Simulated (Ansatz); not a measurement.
## Run report: Ge2H6Cl2O, geometry relaxation (part 2 of 3)

The same run, continued: Ge2H6Cl2O; RHF/def2-SVP (Ansatz 0.2.0). It belongs to a series of runs on one base structure; here: end point A relaxed.

Geometry of the input (Å):
```
Ge 0.1887  0.0961  -0.1260
H  -0.0333  -0.0842  1.3859
Ge 2.5251  0.0071  -0.8747
H  3.0593  -1.4155  -0.6777
H  2.5867  0.3991  -2.3518
H  3.3544  0.9868  -0.0370
Cl -0.6290  1.9821  -0.7833
Cl -0.8633  -1.5288  -1.1292
O  -2.4647  0.0221  1.2311
H  -2.9401  -0.6725  0.7993
H  -1.8261  -0.4219  1.8063
```

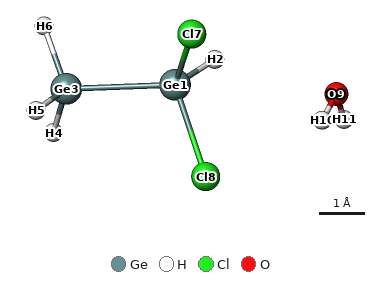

*The geometry at step 12 of the log (ball-and-stick view, seen at a tilt; atoms are numbered from 1 in the order of the input).*

## Trajectory as extended XYZ, continued
```
11
Properties=species:S:1:pos:R:3:forces:R:3 step=3 energy=-140065.21445
Ge    0.2924    0.1130   -0.1360   -0.0012  -0.0602   0.0541
H     0.0707   -0.0514    1.3669    0.1553   0.0810  -0.1425
Ge    2.6063    0.0149   -0.9424    0.0397  -0.0148   0.0833
H     3.1382   -1.4064   -0.7313    0.0015  -0.0005  -0.0029
H     2.6777    0.3939   -2.4216   -0.0685  -0.0040   0.0114
H     3.4300    0.9993   -0.1047    0.0214   0.0121  -0.0178
Cl   -0.5717    1.9758   -0.7920    0.0010   0.0809  -0.0061
Cl   -0.8238   -1.5008   -1.0805   -0.0058  -0.0652  -0.0512
O    -2.6751   -0.0099    1.3459    0.1783  -0.4008   0.3320
H    -3.0192   -0.6611    0.7460    0.1445   0.1447   0.1682
H    -2.1680   -0.4970    1.9927   -0.4663   0.2268  -0.4284
11
Properties=species:S:1:pos:R:3:forces:R:3 step=4 energy=-140065.22862
Ge    0.3035    0.1151   -0.1650    0.0903  -0.0353   0.1159
H     0.1001   -0.0373    1.3384    0.0415   0.0529  -0.0918
Ge    2.6210    0.0151   -0.9477    0.0303  -0.0053   0.0136
H     3.1519   -1.4059   -0.7329    0.0024   0.0027  -0.0034
H     2.6803    0.3908   -2.4278   -0.0193  -0.0066  -0.0055
H     3.4439    1.0037   -0.1139    0.0071   0.0064  -0.0179
Cl   -0.5607    1.9798   -0.8202   -0.0227   0.0301  -0.0106
Cl   -0.8065   -1.5087   -1.1037   -0.0475  -0.0045  -0.0105
O    -2.7241   -0.0151    1.4234   -0.0217  -0.9893  -0.4598
H    -2.9360   -0.6133    0.6920    0.3295   0.6952   1.0428
H    -2.3158   -0.5539    2.1004   -0.3898   0.2537  -0.5726
11
Properties=species:S:1:pos:R:3:forces:R:3 step=5 energy=-140065.26235
Ge    0.3506    0.1461   -0.1490   -0.2740   0.1190  -0.2131
H     0.1299    0.0417    1.3505    0.0201   0.0267   0.0113
Ge    2.6557    0.0088   -0.9638    0.0295   0.0072  -0.0258
H     3.1803   -1.4110   -0.7332   -0.0019  -0.0016   0.0077
H     2.6820    0.3559   -2.4523   -0.0241  -0.0127   0.0123
H     3.4985    1.0119   -0.1689   -0.0039  -0.0023  -0.0074
Cl   -0.5206    2.0160   -0.8551    0.1487  -0.2573   0.1196
Cl   -0.8242   -1.4707   -1.0592    0.1324   0.1472   0.1065
O    -2.8094   -0.0645    1.4815    0.0692  -0.2948  -0.1070
H    -2.9219   -0.5749    0.6894   -0.0300   0.1765   0.0603
H    -2.4633   -0.6889    2.1031   -0.0659   0.0923   0.0356
11
Properties=species:S:1:pos:R:3:forces:R:3 step=6 energy=-140065.26980
Ge    0.3685    0.1949   -0.1327    0.3790  -0.1599   0.1993
H     0.1768    0.1371    1.3764   -0.0056   0.0126  -0.0497
Ge    2.6584    0.0003   -0.9898   -0.0824   0.0113   0.1288
H     3.1815   -1.4164   -0.7338   -0.0064   0.0086  -0.0104
H     2.6457    0.3113   -2.4852    0.0225   0.0088  -0.0117
H     3.5071    1.0139   -0.2167    0.0760   0.0225  -0.0613
Cl   -0.4415    2.0513   -0.8497   -0.1804   0.1803  -0.0979
Cl   -0.7629   -1.4554   -0.9794   -0.1976  -0.0751  -0.0728
O    -2.8298   -0.1221    1.5066    0.0204   0.1333   0.0441
H    -2.9402   -0.5159    0.6543    0.0060  -0.0894   0.0277
H    -2.6060   -0.8287    2.0931   -0.0316  -0.0530  -0.0961
11
Properties=species:S:1:pos:R:3:forces:R:3 step=7 energy=-140065.27584
Ge    0.4442    0.2011   -0.1128   -0.2769   0.0564   0.0498
H     0.2464    0.1650    1.3942    0.0696  -0.0103   0.0189
Ge    2.7112    0.0069   -1.0104    0.0624   0.0201  -0.0671
H     3.2326   -1.4051   -0.7288   -0.0021   0.0139   0.0085
H     2.6599    0.2719   -2.5162   -0.0159  -0.0207   0.0277
H     3.6017    1.0476   -0.3216   -0.0286  -0.0244  -0.0002
Cl   -0.4575    2.0440   -0.8196    0.0812  -0.0723  -0.0048
Cl   -0.7802   -1.4285   -0.9078    0.0808   0.0365  -0.0090
O    -2.9599   -0.1531    1.5591    0.0526  -0.2354  -0.5080
H    -2.9694   -0.4441    0.6490    0.0015   0.1798   0.5401
H    -2.7715   -0.9352    2.0578   -0.0245   0.0566  -0.0557
11
Properties=species:S:1:pos:R:3:forces:R:3 step=8 energy=-140065.23576 accepted=F
Ge    0.4112    0.2018   -0.1005   -0.0293  -0.0316   0.0537
H     0.2426    0.1658    1.4106    0.0086   0.0029  -0.0372
Ge    2.6842    0.0084   -0.9989   -0.0324  -0.0012  -0.0052
H     3.2084   -1.4031   -0.7207    0.0101  -0.0031   0.0048
H     2.6390    0.2756   -2.5035   -0.0035  -0.0075   0.0039
H     3.5727    1.0425   -0.2998    0.0019   0.0025  -0.0077
Cl   -0.4552    2.0433   -0.8376   -0.0079   0.0131   0.0054
Cl   -0.7855   -1.4307   -0.9211    0.0475  -0.0040  -0.0224
O    -2.7705   -0.1253    1.5219   -0.4958  -2.0012  -0.7230
H    -3.0008   -0.4701    0.6394    0.4040   0.7785   1.2853
H    -2.7884   -0.9379    2.0532    0.0967   1.2516  -0.5576
11
Properties=species:S:1:pos:R:3:forces:R:3 step=9 energy=-140065.28624
Ge    0.4187    0.1746   -0.0830   -0.0998   0.0128   0.0067
H     0.2492    0.1249    1.4266    0.0265  -0.0091   0.0055
Ge    2.6833    0.0105   -1.0034    0.0239   0.0174  -0.0269
H     3.2313   -1.3904   -0.7167   -0.0027   0.0058   0.0064
H     2.6178    0.2631   -2.5102   -0.0185  -0.0145   0.0156
H     3.5644    1.0671   -0.3279   -0.0181  -0.0119  -0.0013
Cl   -0.4975    2.0088   -0.7843    0.0357  -0.0381  -0.0002
Cl   -0.7734   -1.4688   -0.8969    0.0476   0.0393   0.0135
O    -2.8755   -0.1178    1.5315    0.0406  -0.1919  -0.2643
H    -2.9197   -0.3675    0.6148   -0.0118   0.1014   0.2953
H    -2.7408   -0.9341    1.9925   -0.0233   0.0889  -0.0503
11
Properties=species:S:1:pos:R:3:forces:R:3 step=10 energy=-140065.28385 accepted=F
Ge    0.4184    0.1697   -0.0659   -0.0487  -0.0619   0.0546
H     0.2517    0.1080    1.4435    0.0409   0.0107  -0.0071
Ge    2.6775    0.0128   -1.0023   -0.0406   0.0149   0.0199
H     3.2352   -1.3833   -0.7096    0.0083   0.0107  -0.0024
H     2.5859    0.2524   -2.5094    0.0128  -0.0064   0.0057
H     3.5526    1.0798   -0.3369    0.0138  -0.0047  -0.0217
Cl   -0.5017    1.9973   -0.7670   -0.0020   0.0371  -0.0188
Cl   -0.7531   -1.4787   -0.8910    0.0146  -0.0142  -0.0246
O    -2.7810   -0.1008    1.5110   -0.1554  -0.6897  -0.4691
H    -2.9679   -0.3487    0.6052    0.1357   0.2932   0.5757
H    -2.7600   -0.9382    1.9653    0.0207   0.4103  -0.1121
11
Properties=species:S:1:pos:R:3:forces:R:3 step=11 energy=-140065.29031
Ge    0.4212    0.1659   -0.0657   -0.0411  -0.0090  -0.0182
H     0.2722    0.1128    1.4460   -0.0080  -0.0131  -0.0010
Ge    2.6790    0.0128   -1.0045    0.0095   0.0065  -0.0133
H     3.2421   -1.3804   -0.7086    0.0001   0.0044   0.0039
H     2.5939    0.2471   -2.5129   -0.0099  -0.0090   0.0079
H     3.5579    1.0825   -0.3480   -0.0097  -0.0039  -0.0041
Cl   -0.4980    1.9991   -0.7634    0.0121  -0.0288   0.0071
Cl   -0.7585   -1.4822   -0.8883    0.0356   0.0525   0.0382
O    -2.8590   -0.1116    1.5260    0.0289  -0.1305  -0.1462
H    -2.9484   -0.3284    0.6068   -0.0037   0.0655   0.1554
H    -2.7450   -0.9473    1.9556   -0.0137   0.0654  -0.0297
11
Properties=species:S:1:pos:R:3:forces:R:3 step=12 energy=-140065.29381
Ge    0.4194    0.1586   -0.0464   -0.0289  -0.0411   0.0036
H     0.2669    0.0952    1.4645    0.0207   0.0036  -0.0101
Ge    2.6706    0.0146   -1.0036    0.0180  -0.0057   0.0087
H     3.2498   -1.3703   -0.6986   -0.0051   0.0047   0.0037
H     2.5709    0.2299   -2.5137   -0.0163  -0.0032   0.0046
H     3.5490    1.0967   -0.3677   -0.0062   0.0054  -0.0036
Cl   -0.5056    1.9879   -0.7410   -0.0070   0.0099  -0.0031
Cl   -0.7513   -1.4920   -0.8722    0.0209   0.0190   0.0083
O    -2.8144   -0.1051    1.5145   -0.0061  -0.1094  -0.1326
H    -2.9633   -0.2847    0.5953    0.0137   0.0630   0.1415
H    -2.7342   -0.9604    1.9116   -0.0036   0.0539  -0.0209
11
Properties=species:S:1:pos:R:3:forces:R:3 step=13 energy=-140065.29635
Ge    0.4153    0.1476   -0.0367    0.0459  -0.0489   0.0459
H     0.2879    0.0838    1.4765   -0.0254  -0.0002  -0.0109
Ge    2.6662    0.0147   -0.9967   -0.0365   0.0040  -0.0266
H     3.2590   -1.3628   -0.6825   -0.0016   0.0178   0.0003
H     2.5366    0.2121   -2.5075    0.0277  -0.0071   0.0016
H     3.5387    1.1149   -0.3834   -0.0090  -0.0081  -0.0082
Cl   -0.5202    1.9744   -0.7236   -0.0176   0.0057  -0.0059
Cl   -0.7446   -1.5102   -0.8606    0.0158   0.0256   0.0142
O    -2.7850   -0.1039    1.5146   -0.0385  -0.1656  -0.2180
H    -2.9793   -0.2134    0.5904    0.0526   0.0400   0.2920
H    -2.7170   -0.9870    1.8523   -0.0133   0.1369  -0.0843
11
Properties=species:S:1:pos:R:3:forces:R:3 step=14 energy=-140065.29306 accepted=F
Ge    0.4249    0.1295   -0.0016   -0.0367  -0.0297  -0.0925
H     0.2898    0.0728    1.5111    0.0294  -0.0117  -0.0254
Ge    2.6563    0.0184   -1.0095    0.0247  -0.0095   0.0817
H     3.2637   -1.3473   -0.6710    0.0197   0.0141  -0.0171
H     2.5378    0.1916   -2.5247   -0.0386  -0.0042   0.0385
H     3.5157    1.1357   -0.4079    0.0103  -0.0082  -0.0236
Cl   -0.5329    1.9406   -0.7029   -0.0278   0.0516   0.0093
Cl   -0.7260   -1.5295   -0.8344    0.0150  -0.0203   0.0330
O    -2.7503   -0.1053    1.5189   -0.1767  -0.4663  -0.5412
H    -3.0169   -0.1106    0.5975    0.2212  -0.0280   0.7571
H    -2.7044   -1.0258    1.7675   -0.0404   0.5122  -0.2197
11
Properties=species:S:1:pos:R:3:forces:R:3 step=15 energy=-140065.30015
Ge    0.4215    0.1310   -0.0216   -0.0019  -0.0245   0.0197
H     0.2998    0.0682    1.4919   -0.0085  -0.0038  -0.0065
Ge    2.6642    0.0179   -1.0017   -0.0133   0.0030  -0.0146
H     3.2714   -1.3530   -0.6876    0.0004   0.0088   0.0029
H     2.5313    0.2106   -2.5125    0.0070  -0.0049   0.0013
H     3.5305    1.1261   -0.3949   -0.0049  -0.0016  -0.0039
Cl   -0.5393    1.9485   -0.7030   -0.0013  -0.0016  -0.0048
Cl   -0.7327   -1.5343   -0.8373    0.0185   0.0150   0.0148
O    -2.7830   -0.0937    1.5124   -0.0162  -0.1234  -0.1147
H    -2.9898   -0.1596    0.5890    0.0316   0.0262   0.1705
H    -2.7162   -0.9913    1.8082   -0.0114   0.1069  -0.0648
11
Properties=species:S:1:pos:R:3:forces:R:3 step=16 energy=-140065.30331
Ge    0.4216    0.1210   -0.0115    0.0125  -0.0213   0.0031
H     0.3039    0.0593    1.5020   -0.0049   0.0072  -0.0058
Ge    2.6595    0.0206   -1.0039   -0.0069  -0.0033   0.0082
H     3.2761   -1.3449   -0.6865    0.0058   0.0007   0.0006
H     2.5235    0.2073   -2.5149   -0.0028  -0.0027  -0.0028
H     3.5213    1.1348   -0.4024   -0.0001   0.0060  -0.0043
Cl   -0.5448    1.9347   -0.6991   -0.0132  -0.0143   0.0039
Cl   -0.7207   -1.5552   -0.8192    0.0058   0.0144   0.0058
O    -2.7636   -0.0938    1.5160   -0.0182  -0.1405  -0.0721
H    -2.9984   -0.1061    0.5978    0.0265   0.0236   0.1243
H    -2.7209   -1.0074    1.7645   -0.0045   0.1302  -0.0610
11
Properties=species:S:1:pos:R:3:forces:R:3 step=17 energy=-140065.30657
Ge    0.4284    0.1059   -0.0003   -0.0737   0.0096  -0.0034
H     0.3073    0.0567    1.5129    0.0182  -0.0116   0.0021
Ge    2.6615    0.0206   -1.0033    0.0012   0.0053  -0.0006
H     3.2938   -1.3375   -0.6858    0.0009   0.0004   0.0051
H     2.5132    0.2007   -2.5136   -0.0041  -0.0040  -0.0067
H     3.5160    1.1460   -0.4128   -0.0001   0.0049   0.0000
Cl   -0.5729    1.9009   -0.6923    0.0240   0.0082  -0.0017
Cl   -0.7155   -1.5702   -0.8031    0.0283  -0.0279   0.0101
O    -2.7502   -0.0954    1.5280   -0.0576  -0.3202  -0.1712
H    -3.0098   -0.0267    0.6165    0.0745   0.0053   0.2570
H    -2.7142   -1.0307    1.6968   -0.0116   0.3298  -0.0907
11
Properties=species:S:1:pos:R:3:forces:R:3 step=18 energy=-140065.30378 accepted=F
Ge    0.4172    0.0914    0.0071    0.1092  -0.0155  -0.0145
H     0.3125    0.0493    1.5217   -0.0276   0.0005  -0.0082
Ge    2.6484    0.0247   -1.0038    0.0105  -0.0053   0.0203
H     3.2928   -1.3254   -0.6760    0.0070  -0.0016   0.0007
H     2.5014    0.1915   -2.5159   -0.0149  -0.0027  -0.0035
H     3.4959    1.1606   -0.4227   -0.0026   0.0080  -0.0014
Cl   -0.5734    1.8886   -0.6969   -0.0557  -0.0441   0.0065
Cl   -0.6802   -1.6238   -0.7790   -0.0351   0.0475   0.0244
O    -2.7497   -0.1086    1.5595   -0.1152  -0.7041  -0.6301
H    -3.0074    0.0895    0.6581    0.1790  -0.1447   0.6850
H    -2.7000   -1.0673    1.5909   -0.0546   0.8620  -0.0791
11
Properties=species:S:1:pos:R:3:forces:R:3 step=19 energy=-140065.31249
Ge    0.4283    0.0940    0.0101   -0.0414  -0.0021   0.0006
H     0.3185    0.0480    1.5241    0.0072  -0.0045   0.0023
Ge    2.6568    0.0231   -1.0043    0.0039   0.0018  -0.0017
H     3.3008   -1.3298   -0.6870   -0.0002   0.0023   0.0039
H     2.4988    0.1983   -2.5144   -0.0019  -0.0033  -0.0034
H     3.5068    1.1557   -0.4206   -0.0031   0.0041  -0.0027
Cl   -0.5834    1.8832   -0.6836    0.0092  -0.0032  -0.0015
Cl   -0.7023   -1.5980   -0.7783    0.0205  -0.0104   0.0085
O    -2.7455   -0.0977    1.5311   -0.0295  -0.1721  -0.0991
H    -3.0094    0.0333    0.6300    0.0396   0.0119   0.1399
H    -2.7116   -1.0398    1.6358   -0.0041   0.1755  -0.0467
11
Properties=species:S:1:pos:R:3:forces:R:3 step=20 energy=-140065.31728
Ge    0.4259    0.0813    0.0169   -0.0171  -0.0017   0.0023
H     0.3197    0.0393    1.5313    0.0043  -0.0026  -0.0012
Ge    2.6525    0.0250   -1.0033    0.0038   0.0026  -0.0006
H     3.3078   -1.3225   -0.6860   -0.0009   0.0030   0.0042
H     2.4890    0.1966   -2.5134   -0.0024  -0.0036  -0.0019
H     3.4961    1.1649   -0.4244   -0.0035   0.0035  -0.0028
Cl   -0.5969    1.8629   -0.6823    0.0009  -0.0061  -0.0008
Cl   -0.6897   -1.6225   -0.7656    0.0102  -0.0106   0.0075
O    -2.7299   -0.1006    1.5370   -0.0280  -0.1154  -0.0845
H    -3.0072    0.0927    0.6517    0.0335   0.0084   0.1131
H    -2.7097   -1.0469    1.5810   -0.0008   0.1226  -0.0352
11
Properties=species:S:1:pos:R:3:forces:R:3 step=21 energy=-140065.32228
Ge    0.4239    0.0670    0.0216    0.0276   0.0038   0.0063
H     0.3259    0.0327    1.5365   -0.0111  -0.0022   0.0007
Ge    2.6493    0.0289   -1.0029   -0.0038  -0.0122  -0.0044
H     3.3129   -1.3128   -0.6781    0.0062   0.0060   0.0001
H     2.4800    0.1894   -2.5138    0.0018  -0.0023   0.0021
H     3.4863    1.1780   -0.4324   -0.0109   0.0011  -0.0033
Cl   -0.6123    1.8394   -0.6835   -0.0189  -0.0123   0.0008
Cl   -0.6762   -1.6527   -0.7474    0.0026   0.0024   0.0100
O    -2.7308   -0.1139    1.5567   -0.0715  -0.2492  -0.3192
H    -2.9981    0.1772    0.6910    0.0943  -0.0914   0.3279
H    -2.7034   -1.0630    1.4952   -0.0163   0.3563  -0.0210
```
